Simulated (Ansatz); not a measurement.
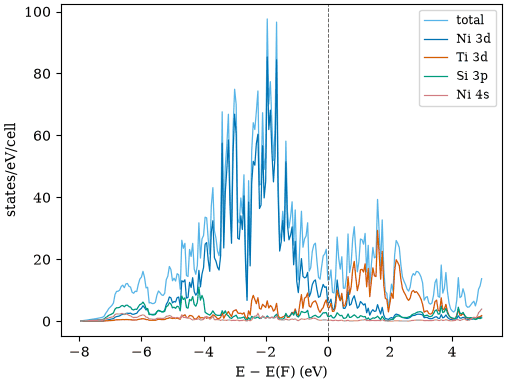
Total and projected density of states of Ti$_{6}$Si$_{7}$Ni$_{16}$ in space group Fm-3m (No. 225; Pearson symbol cF116), r²SCAN (plane waves, PAW; program Ansatz)

Which orbitals carry the states next to the Fermi level?

Within 0.5 eV of the Fermi level: Ni 3d 49 %, Ti 3d 31 %, Si 3p 10 %, outside the projected shells 6 %. Projections are on Löwdin-orthogonalised atomic valence shells; empty p or d shells of many metals are not among them.

Where is the tallest occupied peak in this window, and what makes it?

Near -1.9 eV, about 98 states/eV per cell; the largest projected share is Ni 3d.

The first step of the workflow began from a Materials Project structure, measured or hypothetical; the Crystallography Open Database copy checked does not list it. Its standing as an ambient phase is unchecked. The r²SCAN relaxation kept the symmetry of its start; whether a distortion lowers the energy is not shown. The run is not spin-polarised.

Potentials: the later of the program's two PAW sets.
